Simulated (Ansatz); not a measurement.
# Li3LaIn2 (built on the sites of a database entry of Li3LaBi2): phonons and vibrational spectra, part 2 of 2

Wanted: vibrations and spectra of Li3LaIn2 (built on the sites of a database entry of Li3LaBi2); the cell is already relaxed. After the zone centre comes a 3×3×2 q mesh on a 9×9×6 k mesh.

Ansatz 0.2.0; DFT PBEsol, scalar-relativistic, plane waves, PAW.

So far. Step 2 (Zone-centre response): Before it was imposed, the acoustic sum rule was missed by 4.5e-5 eV/Å². Small misses are needed for a sound result but don't prove that mesh and cutoff are converged. The lowest optical mode is real, 61.5 cm⁻¹.

The structure was built from a prototype and need not be the compound's stable phase.

### Step 3. The dispersion

Stability and thermal properties need the whole zone. Linear response on a 3×3×2 q mesh gives force constants as far as a supercell of that size would.

input.yaml reads:

```yaml
crystal:
  lattice:
    - [4.9034678609, 0.0, 0.0]
    - [-2.4517339304, 4.2465277342, 0.0]
    - [0.0, 0.0, 6.5931829754]
  atoms:
    - { symbol: Li, position: [0.3333333333, 0.6666666667, 0.675319603] }
    - { symbol: Li, position: [0.6666666667, 0.3333333333, 0.324680397] }
    - { symbol: Li, position: [0.0, 0.0, 0.5] }
    - { symbol: La, position: [0.0, 0.0, 0.0] }
    - { symbol: In, position: [0.3333333333, 0.6666666667, 0.2421021491] }
    - { symbol: In, position: [0.6666666667, 0.3333333333, 0.7578978509] }
kpoints:
  mp_grid: { grid: [9, 9, 6] }
hamiltonian:
  xc: pbesol
scf:
  occupations: { method: methfessel_paxton, width: 0.2 }
output:
  eigenvalues: true
phonons:
  method: dfpt
  qmesh: [3, 3, 2]
  temperatures: { t_max: 1000, t_step: 50 }
  qpath:
    path:
      - [[0.0, 0.0, 0.0], [0.5, 0.0, 0.0], [0.33333333, 0.33333333, 0.0], [0.0, 0.0, 0.0], [0.0, 0.0, 0.5], [0.5, 0.0, 0.5], [0.33333333, 0.33333333, 0.5], [0.0, 0.0, 0.5]]
      - [[0.5, 0.0, 0.5], [0.5, 0.0, 0.0]]
      - [[0.33333333, 0.33333333, 0.5], [0.33333333, 0.33333333, 0.0]]
    npoints: 10
```

Started as:

```sh
> ansatz run input.yaml --threads 8 --pin off --max-ram 14336MiB --backend cpu --events-out ev --progress --plain --runs-dir out
```

Numbers of over 12 decimals in the logs are rounded to 6 here.

The program printed:

```text
Warning: phonons: the dynamical matrix that this run interpolates holds no multipole term above the dipole-dipole one, and a site of this crystal is no centre of inversion, so its interpolated transverse optical and acoustic branches and sound speeds can stay off near Gamma, and the density of states and the thermodynamics with them. What a run solves at a wave vector of phonons.qpoints, Gamma apart, where the deck admits one, is free of this, and under fd what a larger phonons.supercell samples
[...]
Crystal: 6 atoms, lattice volume = 137.288 Å³
Basis set: ecut = 420 eV, 2669 PW (Γ), exchange–correlation on 72×72×90 points (8 copies of the dense FFT grid, shifted against one another)
Bands: 29, of which v1, the nominal top of the filled ones, is band 23 counted from 1 (22 counted from 0)
Symmetry: 12 space group operations
k-points: 62 of 486
[...]
SCF iter   1: F=—  HF=-17822.759834 eV  |F-HF|=—  |Δ(HF+E_count)|=         —  Δρ=3.11e-3  dr2=1.71e-2  ethr=1.77e-3  ⟨swp⟩=5.8  Hψ=7685  notcnv=0
[...]
SCF iter  10: F=-17822.753617 eV  HF=-17822.753617 eV  |F-HF|=3.64e-12  |Δ(HF+E_count)|=  3.64e-12  S|Δr|=    0.00e0  Δρ=3.55e-8  dr2=3.19e-12  ethr=1.00e-12  ⟨swp⟩=8.8  Hψ=9480  notcnv=0
SCF 1 converged in 10 iterations: F = -17822.753617 eV  dr2 = 3.19e-12
[...]
iter 1 solved again at ethr=4.89e-7 eV; its pass at ethr=3.10e-3 eV (dr2=2.25e-4 eV) is discarded
SCF iter   1: F=—  HF=-17822.753616 eV  |F-HF|=—  |Δ(HF+E_count)|=         —  Δρ=6.89e-7  dr2=1.51e-9  ethr=4.89e-7  ⟨swp⟩=3.8  Hψ=12516  notcnv=0
eigensolver tolerance schedule: the retry pair's looser diagonalisation over-reported the residual by 148904.21 of it (diagonalisation noise at an unbounded share of the residual, at the tolerance the schedule requests for it); recorded, not acted on — ethr = c·dr2/N_el stays at c = 1.0e-1
[...]
SCF iter   2: F=—  HF=-17822.753617 eV  |F-HF|=—  |Δ(HF+E_count)|=   4.09e-7  S|Δr|=    0.00e0  Δρ=3.47e-7  dr2=2.55e-10  ethr=3.29e-12  ⟨swp⟩=4.0  Hψ=5540  notcnv=0
[...]
SCF iter   6: F=-17822.753617 eV  HF=-17822.753617 eV  |F-HF|=3.64e-12  |Δ(HF+E_count)|=  3.64e-12  S|Δr|=    0.00e0  Δρ=4.24e-8  dr2=6.18e-12  ethr=1.00e-12  ⟨swp⟩=2.0  Hψ=4640  notcnv=0
SCF 2 converged in 6 iterations: F = -17822.753617 eV  dr2 = 6.18e-12
phonons: the bands overlap, so this run is a metal and interpolates without the dipole-dipole term. If the crystal is really an insulator or semiconductor, its LO-TO splitting is missing
NSCF: frozen V_eff on 62 k-points
[...]
DFPT response loops at q = (0, 0, 0) (fractional): preconditioner auto → Kerker (q_TF=auto, 2.274 Å⁻¹) (partly filled bands, converged f_vac=0.000); β = 1.00, the filter's whole step (`scf.mixing.beta` (0.50) is not read by the response loops under this deck's `scf.mixing.preconditioner`; to damp them name `kerker` or `kerker_dos`, under which they read `scf.mixing.beta`, and type it under 1.00, their step now; both keys bind the ground state too); Broyden in place of MSR1
[...]
SCF converged after 10 iterations
[...]
Free energy (F): -17822.753617 eV
[...]
Internal energy: -17822.756100 eV  (E = F + TS)
E sigma→0 (E₀):  -17822.754238 eV
Entropy (-TS):   0.002483 eV (0.414 meV/atom)
Fermi energy:    7.068614 eV
[...]
--- Band table (eV; the first three rows and the last of 62) ---
  k-point 0: bands = [... 19 lower, 4.6324, 6.4695, 6.4695, 8.4505, 8.4505, 8.4629, 8.7199, 8.7199, ... 2 higher]
  k-point 1: bands = [... 19 lower, 5.1087, 6.5195, 6.5195, 8.3038, 8.3038, 8.3320, 8.6115, 8.6115, ... 2 higher]
  k-point 2: bands = [... 19 lower, 5.9891, 6.6337, 6.6337, 7.8835, 8.1119, 8.1119, 8.3983, 8.3983, ... 2 higher]
  k-point 61: bands = [... 19 lower, 5.3892, 5.3892, 5.7948, 5.9193, 8.0588, 8.0588, 8.6181, 8.9369, ... 2 higher]
--- Phonons (Γ-DFPT): 8 representative perturbations + reference (Σ response iterations 27) ---
  ASR residual: 4.565e-5 → 0.000e0 eV/Å²; symmetrization residual: 1.270e-6 eV/Å²
  ASR residual per site (eV/Å²): 4.57e-5 4.57e-5 2.45e-5 1.36e-5 9.25e-6 9.25e-6
[...]
--- Phonons (arbitrary-q DFPT): 6 irreducible q on the 3×3×2 mesh ---
  q = [0.0000, 0.0000, 0.0000] (star 1, of the zone-centre solve; hermiticity 4.60e-7, symmetrization 9.06e-11): -0.00 0.00 0.00 61.52 73.63 73.63 105.40 127.72 127.72 197.55 197.55 240.47 242.62 304.33 304.33 305.34 307.85 307.85
  q = [0.0000, 0.0000, -0.5000] (star 1, 8 solved perturbations in 808 linear systems a pass and spin channel, the states on 140 of 486 k-point pairs; hermiticity 6.63e-7, symmetrization 2.53e-9): 22.45 22.45 40.33 57.17 73.45 73.45 96.69 127.03 127.03 200.06 200.06 226.38 236.19 300.99 303.35 303.35 315.32 315.32
  q = [0.0000, 0.3333, 0.0000] (star 6, 12 solved perturbations on 270 of 486 k-point pairs; hermiticity 4.51e-7, symmetrization 1.09e-10): 18.36 39.52 43.07 69.49 78.64 84.05 113.02 115.09 124.32 190.92 197.95 244.97 258.35 286.55 302.87 305.88 320.04 320.34
[...]
sum rule: each row above includes the acoustic sum rule's correction from the zone centre's row sums; it moved no ω² by more than (1.34 cm⁻¹)²
  mesh force constants: q→R imaginary residual 0.00e0; ASR residual 4.565e-5 → 0.000e0 eV/Å²; symmetrization residual 5.329e-15 eV/Å²
  interpolated dispersion: 93 rows × 18 modes
  density of states and harmonic sums: on the 15×15×10 q-mesh, interpolated from the force constants of a 3×3×2 supercell (no non-analytic term)
  largest difference from the sums on the solved wave vectors: F 1.15e-1 eV, S 1.41e-4 and C_V 2.69e-5 eV/K
  zero-point energy: 0.190665 eV/cell   skipped modes (ω ≤ 0): 98, of them read as no rigid motion or as one in doubt: 95 (4.107e-1 modes/cell left out, lowest -35.73 cm⁻¹)   left out of the sums: 2.29e-2 of the cell's modes: C_V's classical limit lies that fraction below 3 k_B per atom; for a crystal, a wire or a layer, F and S can be off by more, and a phonons.interpolated_qmesh denser along its periods is the remedy for the sampling
```

Elapsed: 11 min, on 8 threads of Arm Neoverse V2, shared host; peak memory 3.3 GiB.

Numbers from this step:

| Quantity | Value |
| --- | --- |
| sum-rule residual before enforcement | 4.57e-5 eV/Å² |
| lowest frequency on the path | -36.16 cm⁻¹ |
| highest frequency on the path or at a solved wavevector | 332.8 cm⁻¹ |
| lowest mode on the q mesh (acoustic modes at Γ apart) | -25.06 cm⁻¹ |

Frequencies (cm⁻¹) solved at each irreducible wavevector; negative means imaginary. Frequencies by wavevector, by row:

| q in reciprocal lattice units | star | mode 1 | mode 2 | mode 3 | mode 4 | mode 16 | mode 17 | mode 18 |
| --- | --- | --- | --- | --- | --- | --- | --- | --- |
| 0 0 0 | 1 | 0 | 0 | 0 | 61.5 | 305.3 | 307.9 | 307.9 |
| 0 0 -0.5 | 1 | 22.4 | 22.4 | 40.3 | 57.2 | 303.4 | 315.3 | 315.3 |
| 0 0.3333 0 | 6 | 18.4 | 39.5 | 43.1 | 69.5 | 305.9 | 320 | 320.3 |
| 0 0.3333 -0.5 | 6 | -25.1 | 35.1 | 39.7 | 63 | 308.9 | 315.5 | 317.1 |
| 0.3333 0.3333 0 | 2 | 33.3 | 33.3 | 58.6 | 78.1 | 300.4 | 301.2 | 332.8 |
| 0.3333 0.3333 -0.5 | 2 | -21.4 | -21.4 | 56.7 | 75.5 | 303 | 305 | 325.2 |

Interpolated from a 3×3×2 q mesh. Phonon branches along the path, in cm⁻¹:

| point | branch 1 | branch 2 | branch 3 | branch 4 | branch 15 | branch 16 | branch 17 | branch 18 |
| --- | --- | --- | --- | --- | --- | --- | --- | --- |
| Γ | 0 | 0 | 0 | 62 | 304 | 305 | 308 | 308 |
| M | 17 | 40 | 60 | 61 | 294 | 307 | 322 | 324 |
| K | 33 | 33 | 59 | 78 | 300 | 300 | 301 | 333 |
| Γ | 0 | 0 | 0 | 62 | 304 | 305 | 308 | 308 |
| A | 22 | 22 | 40 | 57 | 303 | 303 | 315 | 315 |
| L | -36 | 35 | 50 | 61 | 293 | 310 | 317 | 318 |
| H | -21 | -21 | 57 | 76 | 303 | 303 | 305 | 325 |
| A | 22 | 22 | 40 | 57 | 303 | 303 | 315 | 315 |
| jump to L | -36 | 35 | 50 | 61 | 293 | 310 | 317 | 318 |
| M | 17 | 40 | 60 | 61 | 294 | 307 | 322 | 324 |
| jump to H | -21 | -21 | 57 | 76 | 303 | 303 | 305 | 325 |
| K | 33 | 33 | 59 | 78 | 300 | 300 | 301 | 333 |

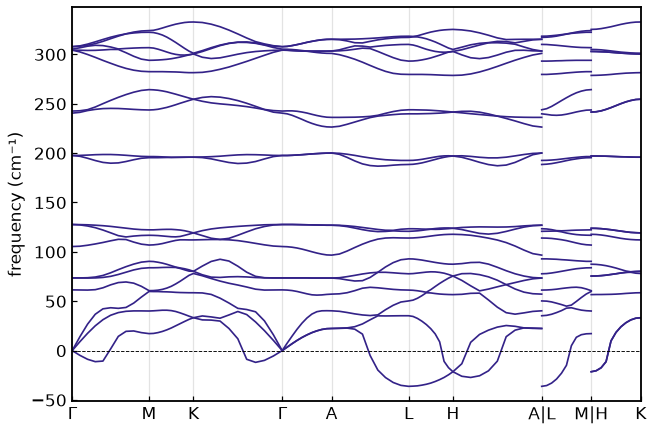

Phonon branches along the path.

The phonon density of states has structure finer than the step of the table below, so its rows give means over 20 cm⁻¹, whole bins alone (the curve runs from -37.5 to 332 cm⁻¹). Peaks (cm⁻¹: height): 77.5: 0.124, 87.5: 0.0935, 122.5: 0.208, 197.5: 0.188, 242.5: 0.128, 282.5: 0.0979, 307.5: 0.158.

Tetrahedra on a 15×15×10 mesh, mean over bins of 5 cm-1. Interpolated from a 3×3×2 q mesh. Phonon density of states against wavenumber; means over each step:

| wavenumber (cm⁻¹) | phonon density of states (1/cm⁻¹/cell) |
| --- | --- |
| -20 | 0.0126 |
| 0 | 0.0133 |
| 20 | 0.0422 |
| 40 | 0.0574 |
| 60 | 0.0698 |
| 80 | 0.0907 |
| 100 | 0.0310 |
| 120 | 0.126 |
| 140 | 0.00469 |
| 160 | 0 |
| 180 | 0.0222 |
| 200 | 0.0778 |
| 220 | 0.00112 |
| 240 | 0.0742 |
| 260 | 0.0247 |
| 280 | 0.0377 |
| 300 | 0.110 |
| 320 | 0.0986 |

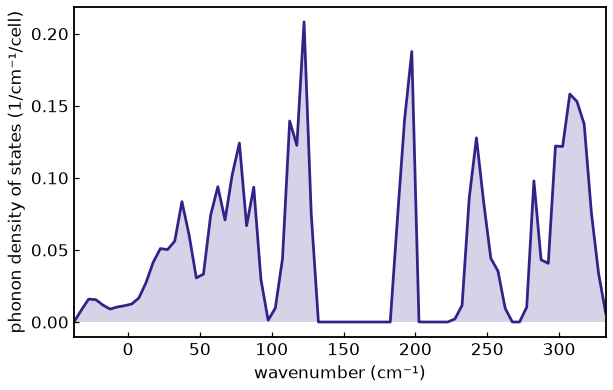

Phonon density of states against wavenumber.

The partial phonon density of states has structure finer than the step of the table below, so its rows give means over 20 cm⁻¹, whole bins alone (the curve runs from -44.7 to 352 cm⁻¹). Peaks (cm⁻¹: height): In 37.7: 0.0572, 75.2: 0.105, 122.6: 0.0617; La 60.2: 0.0218, 122.6: 0.113; Li 195.1: 0.175, 242.6: 0.113, 282.5: 0.0743, 310.0: 0.155.

Phonopy on the run's constants, 13x13x9 mesh, Gaussian sigma 2.8 cm-1. Interpolated from a 3×3×2 q mesh. Table of partial phonon density of states by wavenumber; means over each step; values in 1/cm⁻¹/cell:

| wavenumber (cm⁻¹) | In | La | Li |
| --- | --- | --- | --- |
| -20 | 0.0101 | 0.00327 | 6.1e-4 |
| 0 | 0.00654 | 0.00274 | 4.1e-4 |
| 20 | 0.0304 | 0.0120 | 0.00163 |
| 40 | 0.0421 | 0.0139 | 0.00151 |
| 60 | 0.0522 | 0.0147 | 0.00174 |
| 80 | 0.0841 | 0.00501 | 0.00234 |
| 100 | 0.0177 | 0.0124 | 8.0e-4 |
| 120 | 0.0446 | 0.0807 | 0.00243 |
| 140 | 0.00101 | 0.00175 | 2.6e-5 |
| 160 | 0 | 0 | 0 |
| 180 | 5.8e-4 | 3.0e-4 | 0.0193 |
| 200 | 0.00196 | 5.9e-4 | 0.0773 |
| 220 | 6.2e-5 | 2.4e-5 | 0.00101 |
| 240 | 0.00288 | 4.1e-4 | 0.0710 |
| 260 | 6.2e-4 | 2.1e-4 | 0.0233 |
| 280 | 2.9e-4 | 1.3e-4 | 0.0373 |
| 300 | 0.00137 | 2.9e-4 | 0.108 |
| 320 | 0.00129 | 5.3e-4 | 0.0976 |
| 340 | 2.3e-5 | 4.9e-5 | 0.00288 |

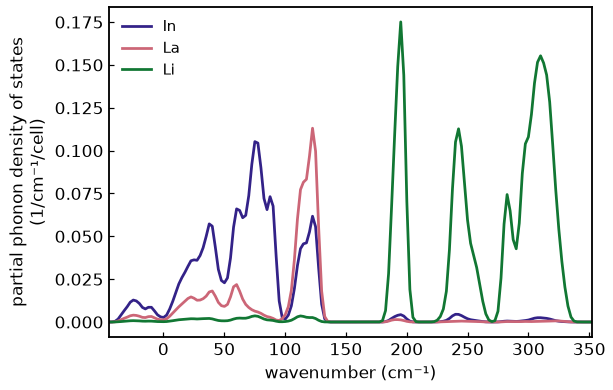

Partial phonon density of states against wavenumber.

Symmetry leaves 6 wavevectors to solve. The lowest mode among them, the acoustic zeros apart, lies at q = (0, 0.333, -0.5) and is imaginary, 25.1i cm⁻¹, so the energy falls along it. Between them the interpolated path dips to 36i cm⁻¹.

### Step 4. Another isotope, element In, natural mass 114.818 amu

An isotope changes the mass and not the force constants, so no new electronic calculation is needed; the shifts show which modes move this element.

The same force constants with the mass of In changed from 114.818 to 112.904 u (phonopy, no LO-TO term). Both lists are sorted by frequency; levels can cross, so a row need not hold one and the same mode. Modes under 3 cm⁻¹ are left out. Isotope shifts, by row, the first 40 of 60 rows:

| q | rank | natural mass (cm⁻¹) | changed mass (cm⁻¹) |
| --- | --- | --- | --- |
| 0 0 0 | 4 | 61.52 | 62.03 |
| 0 0 0 | 5 | 73.63 | 74.24 |
| 0 0 0 | 6 | 73.63 | 74.24 |
| 0 0 0 | 7 | 105.4 | 105.7 |
| 0 0 0 | 8 | 127.7 | 128.1 |
| 0 0 0 | 9 | 127.7 | 128.1 |
| 0 0 0 | 10 | 197.6 | 197.6 |
| 0 0 0 | 11 | 197.6 | 197.6 |
| 0 0 0 | 12 | 240.5 | 240.5 |
| 0 0 0 | 13 | 242.6 | 242.7 |
| 0 0 0 | 14 | 304.3 | 304.4 |
| 0 0 0 | 15 | 304.3 | 304.4 |
| 0 0 0 | 16 | 305.3 | 305.3 |
| 0 0 0 | 17 | 307.9 | 307.9 |
| 0 0 0 | 18 | 307.9 | 307.9 |
| 0 0 -0.5 | 1 | 22.45 | 22.56 |
| 0 0 -0.5 | 2 | 22.45 | 22.56 |
| 0 0 -0.5 | 3 | 40.33 | 40.63 |
| 0 0 -0.5 | 4 | 57.17 | 57.63 |
| 0 0 -0.5 | 5 | 73.45 | 74.04 |
| 0 0 -0.5 | 6 | 73.45 | 74.04 |
| 0 0 -0.5 | 7 | 96.69 | 96.74 |
| 0 0 -0.5 | 8 | 127 | 127.5 |
| 0 0 -0.5 | 9 | 127 | 127.5 |
| 0 0 -0.5 | 10 | 200.1 | 200.1 |
| 0 0 -0.5 | 11 | 200.1 | 200.1 |
| 0 0 -0.5 | 12 | 226.4 | 226.5 |
| 0 0 -0.5 | 13 | 236.2 | 236.3 |
| 0 0 -0.5 | 14 | 301 | 301 |
| 0 0 -0.5 | 15 | 303.4 | 303.4 |
| 0 0 -0.5 | 16 | 303.4 | 303.4 |
| 0 0 -0.5 | 17 | 315.3 | 315.4 |
| 0 0 -0.5 | 18 | 315.3 | 315.4 |
| 0 0.3333 0 | 1 | 18.36 | 18.46 |
| 0 0.3333 0 | 2 | 39.52 | 39.74 |
| 0 0.3333 0 | 3 | 43.07 | 43.34 |
| 0 0.3333 0 | 4 | 69.49 | 69.99 |
| 0 0.3333 0 | 5 | 78.64 | 79.26 |
| 0 0.3333 0 | 6 | 84.05 | 84.64 |
| 0 0.3333 0 | 7 | 113 | 113.4 |

A mode of this element alone would shift by +0.84 %. The highest zone-centre frequency without the field goes from 307.9 to 307.9 cm⁻¹ (+0.0 %). The product of the frequency ratios over all optical modes at Γ is 1.036; the product rule, (m/m′)^(3k/2) (M′/M)^(3/2) with k = 2 such atoms and M the mass of the cell, gives 1.036.

### Step 5. Isotope substitution, element Li, natural mass 6.94 amu

The same for Li, from 6.94 to 6.02 u.

The same force constants with the mass of Li changed from 6.940 to 6.015 u (phonopy, no LO-TO term). Both lists are sorted by frequency; levels can cross, so a row need not hold one and the same mode. Modes under 3 cm⁻¹ are left out. Isotope shifts, by row, the first 40 of 60 rows:

| q | rank | natural mass (cm⁻¹) | changed mass (cm⁻¹) |
| --- | --- | --- | --- |
| 0 0 0 | 4 | 61.52 | 61.61 |
| 0 0 0 | 5 | 73.63 | 73.75 |
| 0 0 0 | 6 | 73.63 | 73.75 |
| 0 0 0 | 7 | 105.4 | 105.5 |
| 0 0 0 | 8 | 127.7 | 127.8 |
| 0 0 0 | 9 | 127.7 | 127.8 |
| 0 0 0 | 10 | 197.6 | 211.7 |
| 0 0 0 | 11 | 197.6 | 211.7 |
| 0 0 0 | 12 | 240.5 | 257.9 |
| 0 0 0 | 13 | 242.6 | 259.8 |
| 0 0 0 | 14 | 304.3 | 326.4 |
| 0 0 0 | 15 | 304.3 | 326.4 |
| 0 0 0 | 16 | 305.3 | 327.5 |
| 0 0 0 | 17 | 307.9 | 330.2 |
| 0 0 0 | 18 | 307.9 | 330.2 |
| 0 0 -0.5 | 1 | 22.45 | 22.48 |
| 0 0 -0.5 | 2 | 22.45 | 22.48 |
| 0 0 -0.5 | 3 | 40.33 | 40.44 |
| 0 0 -0.5 | 4 | 57.17 | 57.37 |
| 0 0 -0.5 | 5 | 73.45 | 73.72 |
| 0 0 -0.5 | 6 | 73.45 | 73.72 |
| 0 0 -0.5 | 7 | 96.69 | 97.1 |
| 0 0 -0.5 | 8 | 127 | 127 |
| 0 0 -0.5 | 9 | 127 | 127 |
| 0 0 -0.5 | 10 | 200.1 | 214.4 |
| 0 0 -0.5 | 11 | 200.1 | 214.4 |
| 0 0 -0.5 | 12 | 226.4 | 241.5 |
| 0 0 -0.5 | 13 | 236.2 | 252.8 |
| 0 0 -0.5 | 14 | 301 | 323.3 |
| 0 0 -0.5 | 15 | 303.4 | 325.2 |
| 0 0 -0.5 | 16 | 303.4 | 325.2 |
| 0 0 -0.5 | 17 | 315.3 | 338.3 |
| 0 0 -0.5 | 18 | 315.3 | 338.3 |
| 0 0.3333 0 | 1 | 18.36 | 18.41 |
| 0 0.3333 0 | 2 | 39.52 | 39.55 |
| 0 0.3333 0 | 3 | 43.07 | 43.11 |
| 0 0.3333 0 | 4 | 69.49 | 69.63 |
| 0 0.3333 0 | 5 | 78.64 | 78.87 |
| 0 0.3333 0 | 6 | 84.05 | 84.16 |
| 0 0.3333 0 | 7 | 113 | 113.2 |

A mode of this element alone would shift by +7.41 %. The highest zone-centre frequency without the field goes from 307.9 to 330.2 cm⁻¹ (+7.3 %). The product of the frequency ratios over all optical modes at Γ is 1.883; the product rule, (m/m′)^(3k/2) (M′/M)^(3/2) with k = 3 such atoms and M the mass of the cell, gives 1.883.

### Step 6. Summary of results

```yaml
space_group_within_0p01_a: P-3m1
volume_per_atom: 22.9 Å³
electronic_character: no gap on this mesh
highest_optical_mode_at_the_zone_centre_no_lo_to_term: 308 cm⁻¹
lowest_optical_zone_centre_mode: 61.5 cm⁻¹
lowest_mode_on_the_q_mesh_acoustic_modes_at_gamma_apart: -25.1 cm⁻¹
highest_frequency_on_the_path_or_at_a_solved_wavevector: 333 cm⁻¹
imaginary_modes_on_the_3x3x2_q_mesh: yes
```

**Reading.** Modes are clearly imaginary (beyond 10i cm⁻¹) at 2 of the 6 irreducible wavevectors, most at q = (0, 0.333, -0.5) (25.1i cm⁻¹), so this structure is not a minimum of the energy. The optical modes at Γ span 62 to 308 cm⁻¹. The highest mode in this list at Γ, 307.9 cm⁻¹, is mostly motion of Li (98 % of the kinetic energy). With no gap, or one that is small against the smearing, the frequencies hang on the k mesh and the smearing, most of all near Kohn anomalies. Spin-orbit coupling is left out, which can matter for the heavy elements here. A phonon run warned that its eigensolver left some bands unconverged in a pass. The starting cell was built on a prototype and not taken from a measurement, so the phase need not exist. These are harmonic frequencies at zero temperature: anharmonic shifts, linewidths and thermal expansion are left out.

[Logs are printed without paths, hosts, clocks, repeated set-up lines and the standing remarks that a program may print on its own settings, such as how far it seeks lower states.]

[Hosts, paths, dates, database ids (printed as entryN), source tags and the programs' standing remarks are cut or masked in the printed files.]
